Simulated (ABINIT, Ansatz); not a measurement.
# How the form of the self-energy moves the gap of SiO2 (Quartz)

Wanted: the gap of SiO2 (Quartz) under several approximations, with cost.

Method: LDA and many-body steps on it, plane waves, in ABINIT 10.8.3.

### Step 1. The structure

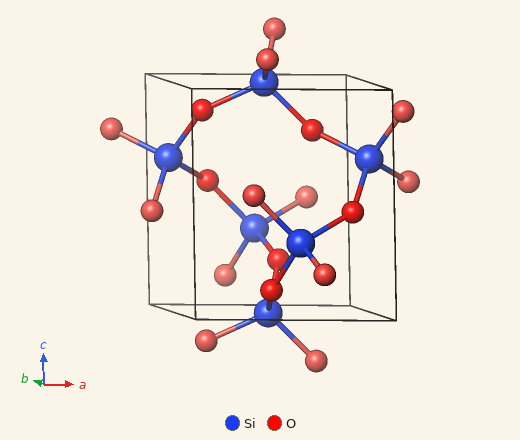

The starting structure, seen from a free direction (silicon blue, oxygen red). Some periodic images of atoms are drawn too.

The cell and positions come from the Crystallography Open Database and are kept as given unless a step says otherwise.

### Step 2. Empty states on the mesh, 3×3×4 mesh, 731 bands

This step: ABINIT 10.8.3; DFT, LDA, plane waves, norm-conserving pseudopotentials.

The sums over transitions need many empty states on a uniform mesh; this step solves for them.

The input, run.abi:

```
acell 3*1.0 Angstrom
rprim 
  4.915799999986 0.000000000003 0.000000000000
  -2.457899999996 4.257207679910 0.000000000000
  0.000000000000 0.000000000000 5.409100000000
ntypat 2
znucl 14 8
natom 9
typat 1 1 1 2 2 2 2 2 2
xred 
  0.530300000000 0.000000000000 0.333333333333
  0.000000000000 0.530300000000 0.666666666667
  0.469700000000 0.469700000000 -0.000000000000
  0.146200000000 0.414200000000 0.881000000000
  0.585800000000 0.732000000000 0.214333333333
  0.268000000000 0.853800000000 0.547666666667
  0.414200000000 0.146200000000 0.119000000000
  0.732000000000 0.585800000000 0.785666666667
  0.853800000000 0.268000000000 0.452333333333
pp_dirpath "pseudos"
pseudos "Si.upf, O.upf"
ecut 36
ngkpt 3 3 4
nshiftk 1
shiftk 0 0 0
kptopt 1
chksymbreak 0
iscf -2
irdden 1
istwfk *1
nband 731
nbdbuf 66
tolwfr 1e-09
nstep 60
prtvol 0
indata_prefix "in"
outdata_prefix "out"
tmpdata_prefix "tmp"
```

Launch:

```console
OMP_NUM_THREADS=1 mpirun -n 10 abinit run.abi > log
```

Numbers of over 12 decimals in the logs are rounded to 6 here.

The log of the run:

```text
.Version 10.8.3 of ABINIT. v10.8.2 released Aug 2026.

 Symmetries : space group P3_1 2 1 (#152); Bravais hP (primitive hexag.)
[... echo of the input left out ...]
== DATASET  1 ==================================================================
-   mpi_nproc: 10, omp_nthreads: 1 (-1 if OMP is not activated)

--- !DatasetInfo
iteration_state: {dtset: 1, }
dimensions: {natom: 9, nkpt: 10, mband: 731, nsppol: 1, nspinor: 1, nspden: 1, mpw: 7935, }
cutoff_energies: {ecut:  36.0, pawecutdg:  -1.0, }
[...]
6.76624    6.77715    6.77723    6.78219    6.78861    6.78867    6.79570    6.79573
   6.79665    6.80321    6.80346    6.81048    6.81388    6.83363    6.83558    6.83846
   6.83957    6.87054    6.88453
 prteigrs : prtvol=0 or 1, do not print more k-points.

== END DATASET(S) ==============================================================
================================================================================

 -outvars: echo values of variables after computation  --------
            nband         731
             nkpt          10
          spgroup         152
 [... the other variables as echoed above ...]

 Calculation completed.
```

It took 12 min on 10 MPI ranks of Arm Neoverse V1, shared host; peak memory 2.1 GiB; 1.9 h of CPU time.

This step gave:

* gap: 5.801 eV
* k of the valence top: 0.3333, 0.3333, 0
* k of the conduction bottom: 0, 0, 0
* least direct gap: 6.126 eV
* k points computed: 10
* lowest point of the top converged band, above the valence top: 174.4625 eV

On this mesh the gap is 5.801 eV.

The density comes from a self-consistent run that is not shown.

### Step 3. Screening, 3×3×4 mesh, 285 bands, screening to 176.9 eV

The RPA dielectric matrix is built and inverted for each q.

This step: RPA screening on LDA, plane waves, norm-conserving pseudopotentials.

run.abi: that of step 2 with these lines changed.

```diff
@@ -27,10 +27,11 @@
 chksymbreak 0
-iscf -2
-irdden 1
 istwfk *1
-nband 731
-nbdbuf 66
-tolwfr 1e-09
-nstep 60
-prtvol 0
+occopt 1
+irdwfk 1
+optdriver 3
+nband 285
+ecuteps 6.5
+inclvkb 2
+awtr 1
+symchi 1
 indata_prefix "in"
```

Launch:

```console
OMP_NUM_THREADS=1 mpirun -n 16 abinit run.abi > log
```

The log of the run:

```text
.Version 10.8.3 of ABINIT. v10.8.2 released Aug 2026.

 Symmetries : space group P3_1 2 1 (#152); Bravais hP (primitive hexag.)
[... echo of the input left out ...]
== DATASET  1 ==================================================================
-   mpi_nproc: 16, omp_nthreads: 1 (-1 if OMP is not activated)

--- !DatasetInfo
iteration_state: {dtset: 1, }
dimensions: {natom: 9, nkpt: 10, mband: 285, nsppol: 1, nspinor: 1, nspden: 1, mpw: 7935, }
cutoff_energies: {ecut:  36.0, pawecutdg:  -1.0, }
electrons: {nelect:   4.80000000E+01, charge:   0.00000000E+00, occopt:   1.00000000E+00, tsmear:   1.00000000E-02, }

 SCREENING: Calculation of the susceptibility and dielectric matrices

 Based on a program developped by R.W. Godby, V. Olevano, G. Onida, and L. Reining.
 Incorporated in ABINIT by V. Olevano, G.-M. Rignanese, and M. Torrent.
.Using double precision arithmetic ; gwpc =  8

[... cell and pseudopotentials left out ...]
--------------------------------------------------------------------------------

 ==== K-mesh for the wavefunctions ====
 Number of points in the irreducible wedge :    10
[... list of points left out ...]
 Together with  6 symmetry operations and time-reversal symmetry
 yields    36 points in the full Brillouin Zone.

 ==== Q-mesh for the screening function ====
 Number of points in the irreducible wedge :    10
[... list of points left out ...]
 Together with  6 symmetry operations and time-reversal symmetry
 yields    36 points in the full Brillouin Zone.

 setmesh: FFT mesh size selected  =    36x   36x   45
          total number of points  =        58320

 vcoul_init : cutoff-mode = AUXILIARY_FUNCTION
 q-points for optical limit:   1
     1)      0.000010    0.000020    0.000030

- screening: taking advantage of time-reversal symmetry
- Maximum band index for partially occupied states nbvw = 24
- Remaining bands to be divided among processors   nbcw = 261
- Number of bands treated by each node ~16

 Number of electrons calculated from density =   48.0000; Expected =   48.0000
 average of density, n =  0.062835
 r_s =    1.5604
 omega_plasma =   24.1800 [eV]

 calculating chi0 at frequencies [eV] :
  1    0.000000E+00    0.000000E+00
  2    0.000000E+00    2.417998E+01

--------------------------------------------------------------------------------
  q-point number  1        q = ( 0.000000, 0.000000, 0.000000) [r.l.u.]
--------------------------------------------------------------------------------
[... chi0 elements left out ...]
 For q-point:  0.000010 0.000020 0.000030
  dielectric constant =   2.3830
  dielectric constant without local fields =   2.6028

  Average fulfillment of the sum rule on Im[epsilon] for q-point    1 :     75.43  [%]
[... wings left out ...]
  q-point number  2        q = ( 0.333333, 0.000000, 0.000000) [r.l.u.]
--------------------------------------------------------------------------------
[... chi0 elements left out ...]
  Average fulfillment of the sum rule on Im[epsilon] for q-point    2 :     79.83  [%]

 [... 8 further q-points ...]
```

The job ended after 4.2 min (16 MPI ranks; peak memory 9.1 GiB).

This step gave:

```
ε∞ with local fields, on this mesh, along the program's q direction : 2.383
the same without local fields                                       : 2.603
plasma frequency                                                    : 24.18 eV
plane waves in the screening matrix                                 : 575
```

Local fields lower ε∞ by 8 %. On a Γ-centred mesh this coarse the value itself is usually too large, while a short band sum pulls it down.

### Step 4. G0W0, Godby-Needs plasmon pole

The self-energy is evaluated for the states that the input lists, and the levels follow from it, in one-shot runs by the linearised quasiparticle equation.

This step: G0W0 on LDA, plane waves, norm-conserving pseudopotentials.

run.abi: that of step 3 with these lines changed.

```diff
@@ -30,8 +30,17 @@
 irdwfk 1
-optdriver 3
+optdriver 4
 nband 285
+gwcalctyp 0
+ecutsigx 36
+symsigma 1
+nkptgw 2
+kptgw 
+  0.3333333333 0.3333333333 0.0000000000
+  0.0000000000 0.0000000000 0.0000000000
+bdgw 
+  22 26
+  23 27
 ecuteps 6.5
-inclvkb 2
-awtr 1
-symchi 1
+irdscr 1
+ppmodel 1
 indata_prefix "in"
```

The log of the run:

```text
.Version 10.8.3 of ABINIT. v10.8.2 released Aug 2026.

 Symmetries : space group P3_1 2 1 (#152); Bravais hP (primitive hexag.)
[... echo of the input left out ...]
== DATASET  1 ==================================================================
-   mpi_nproc: 16, omp_nthreads: 1 (-1 if OMP is not activated)

--- !DatasetInfo
iteration_state: {dtset: 1, }
dimensions: {natom: 9, nkpt: 10, mband: 285, nsppol: 1, nspinor: 1, nspden: 1, mpw: 7935, }
cutoff_energies: {ecut:  36.0, pawecutdg:  -1.0, }
electrons: {nelect:   4.80000000E+01, charge:   0.00000000E+00, occopt:   1.00000000E+00, tsmear:   1.00000000E-02, }

 SIGMA: Calculation of the GW corrections

 Based on a program developped by R.W. Godby, V. Olevano, G. Onida, and L. Reining.
 Incorporated in ABINIT by V. Olevano, G.-M. Rignanese, and M. Torrent.
.Using double precision arithmetic ; gwpc =  8

[... cell and pseudopotentials left out ...]
--------------------------------------------------------------------------------

 ==== K-mesh for the wavefunctions ====
 Number of points in the irreducible wedge :    10
[... list of points left out ...]
 Together with  6 symmetry operations and time-reversal symmetry
 yields    36 points in the full Brillouin Zone.

 ==== Q-mesh for screening function ====
 Number of points in the irreducible wedge :    10
[... list of points left out ...]
 Together with  6 symmetry operations and time-reversal symmetry
 yields    36 points in the full Brillouin Zone.

 vcoul_init : cutoff-mode = AUXILIARY_FUNCTION
 q-points for optical limit:   1
     1)      0.000010    0.000020    0.000030
 setmesh: FFT mesh size selected  =    45x   45x   60
          total number of points  =       121500

 Number of electrons calculated from density =   48.0000; Expected =   48.0000
 average of density, n =  0.062835
 r_s =    1.5604
 omega_plasma =   24.1800 [eV]

 === KS Band Gaps ===
  >>>> For spin  1
   Minimum direct gap =   6.1255 [eV], located at k-point      :   0.0000  0.0000  0.0000
   Fundamental gap    =   5.8014 [eV], Top of valence bands at :   0.3333  0.3333  0.0000
                                       Bottom of conduction at :   0.0000  0.0000  0.0000
 SIGMA fundamental parameters:
 PLASMON POLE MODEL  1
 number of plane-waves for SigmaX                 7935
 number of plane-waves for SigmaC and W            575
 number of plane-waves for wavefunctions          7935
 number of bands                                   285
 number of independent spin polarizations            1
 number of spinorial components                      1
 number of k-points in IBZ                          10
 number of q-points in IBZ                          10
 number of symmetry operations                       6
 number of k-points in BZ                           36
 number of q-points in BZ                           36
 number of frequencies for dSigma/dE                 9
 frequency step for dSigma/dE [eV]                0.25
 number of omega for Sigma on real axis              0
 max omega for Sigma on real axis  [eV]           0.00
 zcut for avoiding poles [eV]                     0.10

 EPSILON^-1 parameters (SCR file):
 dimension of the eps^-1 matrix on file            575
 dimension of the eps^-1 matrix used               575
 number of plane-waves for wavefunctions          7935
 number of bands                                   285
 number of q-points in IBZ                          10
 number of frequencies                               2
 number of real frequencies                          1
 number of imag frequencies                          1

 matrix elements of self-energy operator (all in [eV])

 Perturbative Calculation

--- !SelfEnergy_ee
iteration_state: {dtset: 1, }
kpoint     : [   0.333,    0.333,    0.000, ]
spin       : 1
KS_gap     :    8.700
QP_gap     :   12.082
Delta_QP_KS:    3.383
data: !SigmaeeData |
     Band     E0 <VxcDFT>   SigX SigC(E0)      Z dSigC/dE  Sig(E)    E-E0       E
       22  -0.320 -19.498 -25.443   3.923   0.812  -0.232 -21.139  -1.641  -1.962
       23  -0.320 -19.498 -25.443   3.923   0.812  -0.232 -21.139  -1.641  -1.962
       24   0.118 -19.840 -25.684   3.895   0.813  -0.231 -21.423  -1.583  -1.465
       25   8.818 -12.569  -7.125  -3.344   0.856  -0.168 -10.770   1.799  10.617
       26   8.818 -12.569  -7.125  -3.344   0.856  -0.168 -10.770   1.799  10.617

--- !SelfEnergy_ee
iteration_state: {dtset: 1, }
kpoint     : [   0.000,    0.000,    0.000, ]
spin       : 1
KS_gap     :    6.125
QP_gap     :    9.219
Delta_QP_KS:    3.094
data: !SigmaeeData |
     Band     E0 <VxcDFT>   SigX SigC(E0)      Z dSigC/dE  Sig(E)    E-E0       E
       23  -0.206 -19.281 -25.136   3.850   0.813  -0.230 -20.912  -1.631  -1.837
       24  -0.206 -19.281 -25.136   3.850   0.813  -0.230 -20.912  -1.631  -1.837
       25   5.920 -11.309  -6.504  -3.118   0.867  -0.153  -9.846   1.463   7.382
       26   9.156 -10.834  -5.317  -3.530   0.863  -0.159  -9.119   1.715  10.871
       27   9.156 -10.834  -5.317  -3.530   0.863  -0.159  -9.119   1.715  10.871

== END DATASET(S) ==============================================================
================================================================================

 -outvars: echo values of variables after computation  --------
           etotal      0.0000000000E+00
            nband         285
             nkpt          10
          spgroup         152
 [... the other variables as echoed above ...]

 Calculation completed.
```

The job ended after 37 s (16 MPI ranks; peak memory 7.7 GiB).

This step gave:

| Quantity | Value |
| --- | --- |
| G0W0 gap on the points computed | 8.847 eV |
| starting gap on the mesh | 5.801 eV |
| k of the valence top | 0.3333, 0.3333, 0 |
| k of the conduction bottom | 0, 0, 0 |
| Z at the valence top | 0.813 |
| Z at the conduction bottom | 0.867 |
| least direct G0W0 gap on the computed points | 9.219 eV |

The gap on the mesh goes from 5.80 eV to 8.85 eV, a correction of +3.05 eV.

### Step 5. G0W0, Engel-Farid plasmon pole

run.abi: that of step 4 with these lines changed.

```diff
@@ -44,3 +44,3 @@
 irdscr 1
-ppmodel 1
+ppmodel 4
 indata_prefix "in"
```

The log of the run:

```text
.Version 10.8.3 of ABINIT. v10.8.2 released Aug 2026.

 Symmetries : space group P3_1 2 1 (#152); Bravais hP (primitive hexag.)
[... echo of the input left out ...]
== DATASET  1 ==================================================================
-   mpi_nproc: 16, omp_nthreads: 1 (-1 if OMP is not activated)

--- !DatasetInfo
iteration_state: {dtset: 1, }
dimensions: {natom: 9, nkpt: 10, mband: 285, nsppol: 1, nspinor: 1, nspden: 1, mpw: 7935, }
cutoff_energies: {ecut:  36.0, pawecutdg:  -1.0, }
electrons: {nelect:   4.80000000E+01, charge:   0.00000000E+00, occopt:   1.00000000E+00, tsmear:   1.00000000E-02, }

 SIGMA: Calculation of the GW corrections

 Based on a program developped by R.W. Godby, V. Olevano, G. Onida, and L. Reining.
 Incorporated in ABINIT by V. Olevano, G.-M. Rignanese, and M. Torrent.
.Using double precision arithmetic ; gwpc =  8

[... cell and pseudopotentials left out ...]
--------------------------------------------------------------------------------

 ==== K-mesh for the wavefunctions ====
 Number of points in the irreducible wedge :    10
[... list of points left out ...]
 Together with  6 symmetry operations and time-reversal symmetry
 yields    36 points in the full Brillouin Zone.

 ==== Q-mesh for screening function ====
 Number of points in the irreducible wedge :    10
[... list of points left out ...]
 Together with  6 symmetry operations and time-reversal symmetry
 yields    36 points in the full Brillouin Zone.

 vcoul_init : cutoff-mode = AUXILIARY_FUNCTION
 q-points for optical limit:   1
     1)      0.000010    0.000020    0.000030
 setmesh: FFT mesh size selected  =    45x   45x   60
          total number of points  =       121500

 Number of electrons calculated from density =   48.0000; Expected =   48.0000
[...]
number of omega for Sigma on real axis              0
 max omega for Sigma on real axis  [eV]           0.00
 zcut for avoiding poles [eV]                     0.10

 EPSILON^-1 parameters (SCR file):
 dimension of the eps^-1 matrix on file            575
 dimension of the eps^-1 matrix used               575
 number of plane-waves for wavefunctions          7935
 number of bands                                   285
 number of q-points in IBZ                          10
 number of frequencies                               2
 number of real frequencies                          1
 number of imag frequencies                          1

 matrix elements of self-energy operator (all in [eV])

 Perturbative Calculation

--- !SelfEnergy_ee
iteration_state: {dtset: 1, }
kpoint     : [   0.333,    0.333,    0.000, ]
spin       : 1
KS_gap     :    8.700
QP_gap     :   12.219
Delta_QP_KS:    3.519
data: !SigmaeeData |
     Band     E0 <VxcDFT>   SigX SigC(E0)      Z dSigC/dE  Sig(E)    E-E0       E
       22  -0.320 -19.498 -25.443   3.712   0.826  -0.210 -21.343  -1.845  -2.165
       23  -0.320 -19.498 -25.443   3.712   0.826  -0.210 -21.343  -1.845  -2.165
       24   0.118 -19.840 -25.684   3.692   0.827  -0.209 -21.619  -1.779  -1.661
[...]
--- !SelfEnergy_ee
iteration_state: {dtset: 1, }
kpoint     : [   0.000,    0.000,    0.000, ]
spin       : 1
KS_gap     :    6.125
QP_gap     :    9.342
Delta_QP_KS:    3.216
data: !SigmaeeData |
     Band     E0 <VxcDFT>   SigX SigC(E0)      Z dSigC/dE  Sig(E)    E-E0       E
[...]
26   9.156 -10.834  -5.317  -3.645   0.874  -0.145  -9.198   1.636  10.792
       27   9.156 -10.834  -5.317  -3.645   0.874  -0.145  -9.198   1.636  10.792

== END DATASET(S) ==============================================================
================================================================================

 -outvars: echo values of variables after computation  --------
           etotal      0.0000000000E+00
            nband         285
             nkpt          10
          spgroup         152
 [... the other variables as echoed above ...]

 Calculation completed.
```

Wall time 31 s (16 MPI ranks); peak memory 6.1 GiB.

Numbers from this step:

| Item | Value |
| --- | --- |
| G0W0 gap on the points computed | 8.966 eV |
| starting gap on the mesh | 5.801 eV |
| k of the valence top | 0.3333, 0.3333, 0 |
| k of the conduction bottom | 0, 0, 0 |
| Z at the valence top | 0.827 |
| Z at the conduction bottom | 0.879 |
| least direct G0W0 gap on the computed points | 9.341 eV |

Against G0W0 in ABINIT (3×3×4 mesh, 285 bands, screening to 176.9 eV, Godby-Needs plasmon pole), the gap moves by +0.119 eV.

### Step 6. G0W0, von der Linden-Horsch plasmon pole

run.abi: that of step 5 with these lines changed.

```diff
@@ -44,3 +44,3 @@
 irdscr 1
-ppmodel 4
+ppmodel 3
 indata_prefix "in"
```

The log of the run:

```text
.Version 10.8.3 of ABINIT. v10.8.2 released Aug 2026.

 Symmetries : space group P3_1 2 1 (#152); Bravais hP (primitive hexag.)
[... echo of the input left out ...]
== DATASET  1 ==================================================================
-   mpi_nproc: 16, omp_nthreads: 1 (-1 if OMP is not activated)

--- !DatasetInfo
iteration_state: {dtset: 1, }
dimensions: {natom: 9, nkpt: 10, mband: 285, nsppol: 1, nspinor: 1, nspden: 1, mpw: 7935, }
cutoff_energies: {ecut:  36.0, pawecutdg:  -1.0, }
[...]
Band     E0 <VxcDFT>   SigX SigC(E0)      Z dSigC/dE  Sig(E)    E-E0       E
[...]
26   9.156 -10.834  -5.317  -3.833   0.916  -0.092  -9.291   1.543  10.699
       27   9.156 -10.834  -5.317  -3.833   0.916  -0.092  -9.291   1.543  10.699

== END DATASET(S) ==============================================================
================================================================================

 -outvars: echo values of variables after computation  --------
           etotal      0.0000000000E+00
            nband         285
             nkpt          10
          spgroup         152
 [... the other variables as echoed above ...]

 Calculation completed.
```

The job ended after 29 s (16 MPI ranks; peak memory 6.1 GiB).

Numbers from this step:

| Property | Result |
| --- | --- |
| G0W0 gap on the points computed | 9.072 eV |
| starting gap on the mesh | 5.801 eV |
| k of the valence top | 0.3333, 0.3333, 0 |
| k of the conduction bottom | 0, 0, 0 |
| least direct G0W0 gap on the computed points | 9.471 eV |

Against G0W0 in ABINIT (3×3×4 mesh, 285 bands, screening to 176.9 eV, Godby-Needs plasmon pole), the gap moves by +0.225 eV.

(Continued in part 2 of 2.)

[Paths, hosts, dates, memory and timing lines, banners, echoed tables and standing remarks are left out of the program output.]

[Logs are printed without paths, hosts, clocks, repeated set-up lines and the standing remarks that a program may print on its own settings, such as how far it seeks lower states.]

[Runs of the session that timed out or met a known fault of the program may be left out.]

[Hosts, paths, dates, database ids (printed as entryN), source tags and the programs' standing remarks are cut or masked in the printed files.]

[G0W0 gaps are taken among the corrected bands and points alone; a level outside them can change the order at an edge.]

[Where Ansatz stands beside ABINIT at settings called matched, ABINIT's density can come from a denser mesh and the files from another edition; pairs whose starting gaps differed by over 0.03 eV were left out, so agreement reads better than it is.]
